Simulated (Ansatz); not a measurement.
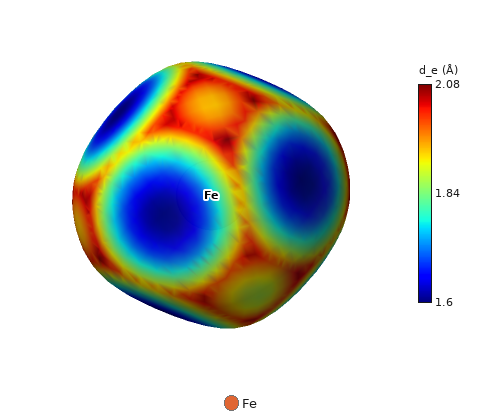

Hirshfeld surface computed for one Fe atom in FePb (P4/mmm, No. 123), coloured by d_e.

The surface is where the fragment's share of the procrystal density (the sum of the densities of spherically averaged neutral Hartree-Fock atoms) equals one half. d_i and d_e are the distances from the surface to the nearest nucleus inside and outside. From Rb on the atoms have core potentials, so only their outer electrons count.

Origin of the cell: the geometry relaxed with DFT PBE, scalar-relativistic, plane waves, PAW in Ansatz; the starting structure was generated, so it need not be a known form of this composition.

```cif
data_structure
_symmetry_space_group_name_H-M 'P 1'
_symmetry_Int_Tables_number 1
_cell_length_a 3.4102
_cell_length_b 3.4102
_cell_length_c 3.3403
_cell_angle_alpha 90.000
_cell_angle_beta 90.000
_cell_angle_gamma 90.000
_cell_volume 38.85
loop_
_atom_site_label
_atom_site_type_symbol
_atom_site_fract_x
_atom_site_fract_y
_atom_site_fract_z
_atom_site_occupancy
Fe1 Fe 0.00000 0.00000 0.00000 1
Pb1 Pb 0.50000 0.50000 0.50000 1
```

Q: What is the shortest distance from the fragment to an atom outside it?

A: Fe–Pb, 2.93 Å.

Q: How is the surface shared among contacts (nearest atom inside ··· nearest atom outside)?

A: Fe···Pb 85 %, Fe···Fe 15 %. The surface faces 14 neighbours with more than 2 % of its area each: 8 Pb + 6 Fe.

Q: Give the size and shape of the surface.

A: It encloses about 11.8 Å³, has an area of about 25 Å² and a globularity of 0.99 (1 for a sphere).
